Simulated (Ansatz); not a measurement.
# Geometry relaxation of C2H6BSb (part 1 of 2)

System: C2H6BSb, SMILES C=C[BH][SbH2].
Method: RKS PBE0/def2-SVP (Ansatz 0.2.0).

It belongs to a series of runs on one base structure; here: end point B relaxed. Figures and captions count atoms from 1; the log counts them from 0 in places.

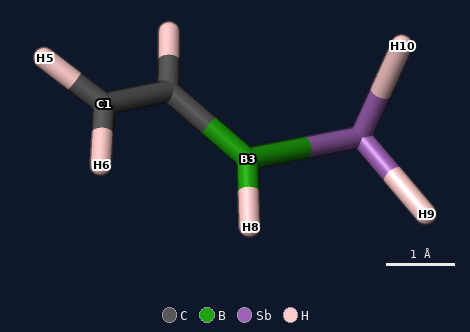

*The starting structure (stick view, seen at an oblique angle; atoms are numbered from 1 in the order of the input). Sticks mark near contacts.*

## The input
```yaml
crystal:
  periodic: [false, false, false]
  atoms:
    - { symbol: C, position_ang: [-1.2793, 1.5368, 0.2089] }
    - { symbol: C, position_ang: [-0.4922, 0.6196, 0.5915] }
    - { symbol: B, position_ang: [-0.46432, 0.18426, 2.08417] }
    - { symbol: Sb, position_ang: [0.901, -1.54435, 2.74155] }
    - { symbol: H, position_ang: [-1.3632, 1.9027, -0.8558] }
    - { symbol: H, position_ang: [-1.9911, 2.066, 0.9157] }
    - { symbol: H, position_ang: [0.15997, 0.10928, -0.11615] }
    - { symbol: H, position_ang: [-1.19694, 0.62237, 2.90148] }
    - { symbol: H, position_ang: [0.69152, -1.10733, 4.37446] }
    - { symbol: H, position_ang: [2.32329, -0.41889, 2.54667] }
basis:
  gaussian: { orbitals: def2-SVP }
hamiltonian:
  xc: pbe0
relax:
  f_tol: 0.015
  max_steps: 40
output:
  orbitals: {}
```

Hardware: 2 threads of Intel Xeon (Sapphire Rapids), 16 GiB of memory available, shared host.

Command:
```bash
ansatz run input.yaml --threads 2 --pin off --max-ram 3072MiB --backend cpu --events-out ev --progress --plain --runs-dir out
```

## The program's output
```
The last accepted step is kept in [file] (removed where the run ends without a failure and the disk answers)
Engine: ansatz 0.2.0, x86_64-unknown-linux-gnu
Functional definition: PBE0
  parameter a = 0.25
  parameter kappa = 0.804
  parameter beta = 0.06672455060314922
  exchange = (1 - a)*pbe_x(kappa = kappa, mu = beta*pi^2/3) + a*exact_x
  correlation = pbe_c(beta = beta)
1195 factors; integrals over basis functions are off by at most 3.5e-4 eV
mean field evaluation 1: about -9372.9812 eV, gradient 4.2e1 eV
mean field evaluation 2: about -9370.6441 eV, gradient 5.0e1 eV
mean field evaluation 4: about -9378.0393 eV, gradient 1.3e0 eV
mean field evaluation 8: about -9378.0827 eV, gradient 4.3e-2 eV
mean field evaluation 16: about -9378.0827 eV, gradient 6.7e-5 eV
mean field -9378.08274499 eV, -344.6381841856 hartree, gradient 6.7e-5 eV, S^2 0.000000; 0 other end points of the search recorded, 0 dependent functions left out
the calculation of the forces begins
reference -9378.08277301 eV, -344.6381852153 hartree; 23, 23 occupied and 75, 75 virtual orbitals, 1195 factors
relax step   1: F+E_penalty+E_count = -9378.08274499 eV  Δ(F+E_penalty+E_count) = +0.000e0 eV  max|allowed force component| = 4.967e0 eV/Å  Δτ_max = 0.0000 Å  (26 SCF iters, accepted)
these checks for a lower state are left out or cut short: starts, cluster_reference, orbital_swaps, neighbouring_geometries, increment
1195 factors; integrals over basis functions are off by at most 3.5e-4 eV
mean field -9378.28758846 eV, -344.6457120441 hartree, gradient 8.7e-6 eV, S^2 0.000000; 0 other end points of the search recorded, 0 dependent functions left out
the calculation of the forces begins
reference -9378.28761685 eV, -344.6457130876 hartree; 23, 23 occupied and 75, 75 virtual orbitals, 1195 factors
relax step   2: F+E_penalty+E_count = -9378.28758846 eV  Δ(F+E_penalty+E_count) = -2.048e-1 eV  max|allowed force component| = 1.639e0 eV/Å  Δτ_max = 0.1911 Å  (32 SCF iters, accepted)
these checks for a lower state are left out or cut short: starts, cluster_reference, orbital_swaps, neighbouring_geometries, increment
1195 factors; integrals over basis functions are off by at most 3.4e-4 eV
mean field -9378.43770249 eV, -344.6512286331 hartree, gradient 2.4e-5 eV, S^2 0.000000; 0 other end points of the search recorded, 0 dependent functions left out
the calculation of the forces begins
reference -9378.43773071 eV, -344.6512296702 hartree; 23, 23 occupied and 75, 75 virtual orbitals, 1195 factors
relax step   3: F+E_penalty+E_count = -9378.43770249 eV  Δ(F+E_penalty+E_count) = -1.501e-1 eV  max|allowed force component| = 6.167e-1 eV/Å  Δτ_max = 0.1078 Å  (30 SCF iters, accepted)
these checks for a lower state are left out or cut short: starts, cluster_reference, orbital_swaps, neighbouring_geometries, increment
1195 factors; integrals over basis functions are off by at most 3.5e-4 eV
mean field evaluation 32: about -9378.4334 eV, gradient 3.7e-2 eV
mean field -9378.46930790 eV, -344.6523901106 hartree, gradient 1.7e-5 eV, S^2 0.000000; 0 other end points of the search recorded, 0 dependent functions left out
the calculation of the forces begins
reference -9378.46933621 eV, -344.6523911510 hartree; 23, 23 occupied and 75, 75 virtual orbitals, 1195 factors
relax step   4: F+E_penalty+E_count = -9378.46930790 eV  Δ(F+E_penalty+E_count) = -3.161e-2 eV  max|allowed force component| = 3.302e-1 eV/Å  Δτ_max = 0.0465 Å  (30 SCF iters, accepted)
these checks for a lower state are left out or cut short: starts, cluster_reference, orbital_swaps, neighbouring_geometries, increment
1195 factors; integrals over basis functions are off by at most 3.4e-4 eV
mean field -9378.48204547 eV, -344.6528582074 hartree, gradient 1.0e-5 eV, S^2 0.000000; 0 other end points of the search recorded, 0 dependent functions left out
the calculation of the forces begins
reference -9378.48207379 eV, -344.6528592484 hartree; 23, 23 occupied and 75, 75 virtual orbitals, 1195 factors
relax step   5: F+E_penalty+E_count = -9378.48204547 eV  Δ(F+E_penalty+E_count) = -1.274e-2 eV  max|allowed force component| = 8.069e-1 eV/Å  Δτ_max = 0.1998 Å  (30 SCF iters, accepted)
these checks for a lower state are left out or cut short: starts, cluster_reference, orbital_swaps, neighbouring_geometries, increment
1195 factors; integrals over basis functions are off by at most 3.4e-4 eV
mean field -9378.50099452 eV, -344.6535545723 hartree, gradient 1.8e-5 eV, S^2 0.000000; 0 other end points of the search recorded, 0 dependent functions left out
the calculation of the forces begins
reference -9378.50102292 eV, -344.6535556161 hartree; 23, 23 occupied and 75, 75 virtual orbitals, 1195 factors
relax step   6: F+E_penalty+E_count = -9378.50099452 eV  Δ(F+E_penalty+E_count) = -1.895e-2 eV  max|allowed force component| = 1.527e-1 eV/Å  Δτ_max = 0.2000 Å  (30 SCF iters, accepted)
these checks for a lower state are left out or cut short: starts, cluster_reference, orbital_swaps, neighbouring_geometries, increment
1195 factors; integrals over basis functions are off by at most 3.4e-4 eV
mean field -9378.50577304 eV, -344.6537301798 hartree, gradient 1.4e-5 eV, S^2 0.000000; 0 other end points of the search recorded, 0 dependent functions left out
the calculation of the forces begins
reference -9378.50580144 eV, -344.6537312232 hartree; 23, 23 occupied and 75, 75 virtual orbitals, 1195 factors
relax step   7: F+E_penalty+E_count = -9378.50577304 eV  Δ(F+E_penalty+E_count) = -4.779e-3 eV  max|allowed force component| = 6.526e-2 eV/Å  Δτ_max = 0.0324 Å  (31 SCF iters, accepted)
these checks for a lower state are left out or cut short: starts, cluster_reference, orbital_swaps, neighbouring_geometries, increment
1195 factors; integrals over basis functions are off by at most 3.4e-4 eV
mean field evaluation 64: about -9378.5065 eV, gradient 1.4e-5 eV
mean field -9378.50649806 eV, -344.6537568238 hartree, gradient 1.4e-5 eV, S^2 0.000000; 0 other end points of the search recorded, 0 dependent functions left out
the calculation of the forces begins
reference -9378.50652639 eV, -344.6537578649 hartree; 23, 23 occupied and 75, 75 virtual orbitals, 1195 factors
relax step   8: F+E_penalty+E_count = -9378.50649806 eV  Δ(F+E_penalty+E_count) = -7.250e-4 eV  max|allowed force component| = 5.226e-2 eV/Å  Δτ_max = 0.0384 Å  (31 SCF iters, accepted)
these checks for a lower state are left out or cut short: starts, cluster_reference, orbital_swaps, neighbouring_geometries, increment
1195 factors; integrals over basis functions are off by at most 3.4e-4 eV
mean field -9378.50679086 eV, -344.6537675837 hartree, gradient 1.4e-5 eV, S^2 0.000000; 0 other end points of the search recorded, 0 dependent functions left out
the calculation of the forces begins
reference -9378.50681921 eV, -344.6537686257 hartree; 23, 23 occupied and 75, 75 virtual orbitals, 1195 factors
relax step   9: F+E_penalty+E_count = -9378.50679086 eV  Δ(F+E_penalty+E_count) = -2.928e-4 eV  max|allowed force component| = 2.891e-2 eV/Å  Δτ_max = 0.0146 Å  (32 SCF iters, accepted)
these checks for a lower state are left out or cut short: starts, cluster_reference, orbital_swaps, neighbouring_geometries, increment
1195 factors; integrals over basis functions are off by at most 3.4e-4 eV
mean field -9378.50686890 eV, -344.6537704516 hartree, gradient 1.4e-5 eV, S^2 0.000000; 0 other end points of the search recorded, 0 dependent functions left out
the calculation of the forces begins
reference -9378.50689724 eV, -344.6537714935 hartree; 23, 23 occupied and 75, 75 virtual orbitals, 1195 factors
relax step  10: F+E_penalty+E_count = -9378.50686890 eV  Δ(F+E_penalty+E_count) = -7.804e-5 eV  max|allowed force component| = 8.590e-3 eV/Å  Δτ_max = 0.0068 Å  (24 SCF iters, accepted)
1195 factors; integrals over basis functions are off by at most 3.4e-4 eV
mean field evaluation 96: about -9378.5069 eV, gradient 6.8e-5 eV
```

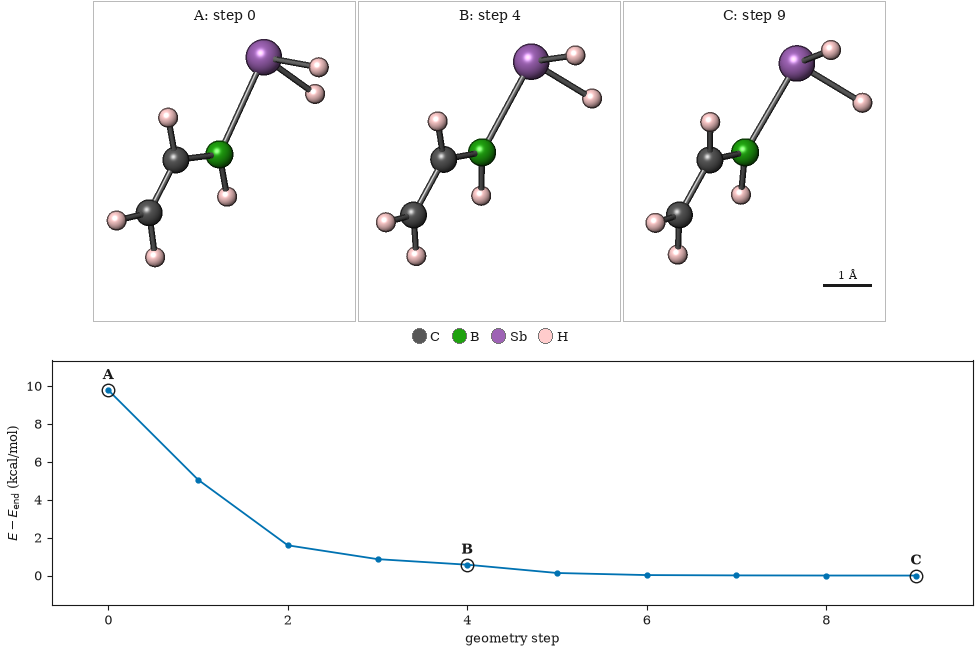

*Frames of the relaxation (ball-and-stick view, seen at a tilt) above the curves, on which the letters mark them (the first geometry is step 0 here and step 1 in the log).*

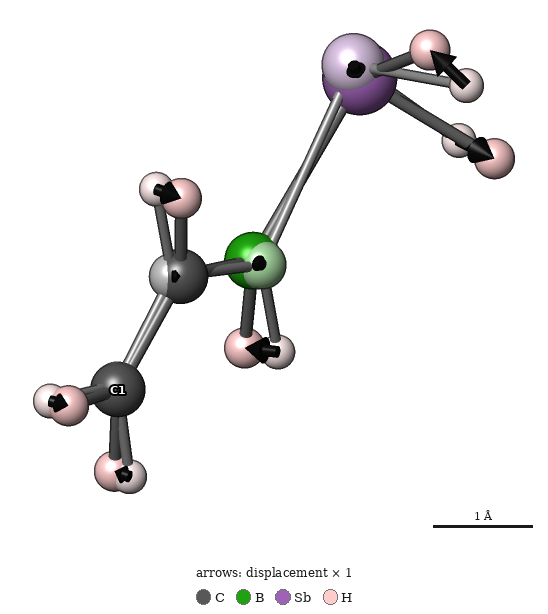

*Start (faint) and end (solid) with the displacements as black arrows, at true length (ball-and-stick view, seen at a tilt). The two geometries are laid on each other by the best rigid fit.*

The atom that moves furthest after the best rigid fit is H10 (0.52 Å). By element the largest moves are H 0.52 Å, Sb 0.21 Å, B 0.14 Å, C 0.09 Å. Distances before and after: Sb4–H10 1.824 → 1.713 Å, C1–C2 1.268 → 1.348 Å, B3–Sb4 2.299 → 2.231 Å, C1–H5 1.129 → 1.097 Å. Among the angles that change: B3–Sb4–H10 88.2° → 95.6°, C2–B3–H8 123.3° → 118.9°, B3–Sb4–H9 90.5° → 94.8°. After 9 geometry steps the energy has fallen by 9.78 kcal/mol. Largest force component: 5 eV/Å at the start, 0.0086 eV/Å at the end. (Atoms are counted from 1 in the order of the input.)

```
mean field -9378.50686890 eV, -344.6537704516 hartree, gradient 1.4e-5 eV, S^2 0.000000; 1 other end points of the search recorded, 0 dependent functions left out
the calculation of the forces begins
reference -9378.50689724 eV, -344.6537714935 hartree; 23, 23 occupied and 75, 75 virtual orbitals, 1195 factors
Total energy: -9378.50689724 eV, -344.6537714935 hartree
Atom 0 at    -1.294252     1.578974     0.217137 Å, force     0.002874    -0.003122     0.001657 eV/Å
Atom 1 at    -0.441121     0.633945     0.658832 Å, force     0.001056     0.008590     0.001458 eV/Å
Atom 2 at    -0.559556     0.077611     2.091026 Å, force     0.004593     0.001088     0.001631 eV/Å
Atom 3 at     0.798466    -1.487273     2.918164 Å, force    -0.002770    -0.002864     0.000114 eV/Å
Atom 4 at    -1.217664     2.026956    -0.780862 Å, force     0.003101     0.003391     0.002267 eV/Å
Atom 5 at    -2.106255     1.945616     0.854788 Å, force    -0.004705    -0.003850    -0.003120 eV/Å
Atom 6 at     0.356806     0.312624    -0.022734 Å, force    -0.005448    -0.005220    -0.003501 eV/Å
Atom 7 at    -1.491854     0.429001     2.780309 Å, force     0.000871    -0.000867    -0.000521 eV/Å
Atom 8 at     1.010158    -0.711226     4.427561 Å, force    -0.000105     0.001659     0.000073 eV/Å
Atom 9 at     2.233991    -0.835788     2.248260 Å, force     0.000534     0.001196    -0.000057 eV/Å
Dipole moment:    -0.143456     0.233819    -0.269797 e Å
```
